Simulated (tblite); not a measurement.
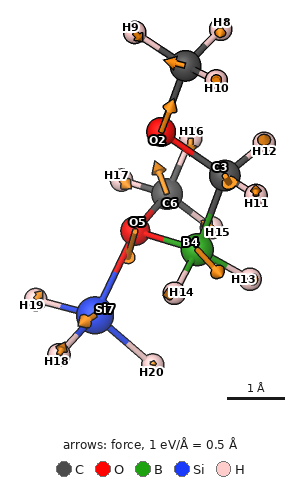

Starting geometry of C3H13BO2Si with the computed forces as orange arrows. The picture is a ball-and-stick view, seen from a free direction.

Level of theory: tblite 0.8.0, GFN2-xTB geometry optimisation, gas phase. 

### What follows when this structure is relaxed?

It isn't relaxed: the largest force vector, on an O atom, is 2.61 eV/Å. The final displacements have little in common with the starting forces (cosine between the two patterns 0.09). After 293 geometry steps the energy has fallen by 114.2 kJ/mol. The atom that moves furthest after the best rigid fit is an H atom (4.35 Å). Largest moves by element: H 4.35 Å, Si 2.26 Å, C 1.65 Å, B 1.21 Å, O 0.81 Å. Some distances before and after: O–Si 4.357 → 2.182 Å, B–O 1.499 → 1.577 Å, O–Si 1.736 → 1.680 Å, C–O 1.431 → 1.401 Å. Bond angles that change, for instance: H–Si–H 109.0° → 130.3°, B–O–Si 108.1° → 124.2°, C–O–Si 107.2° → 123.1°. The run took 3.6 s on 1 thread of Arm Neoverse N1 (shared host).
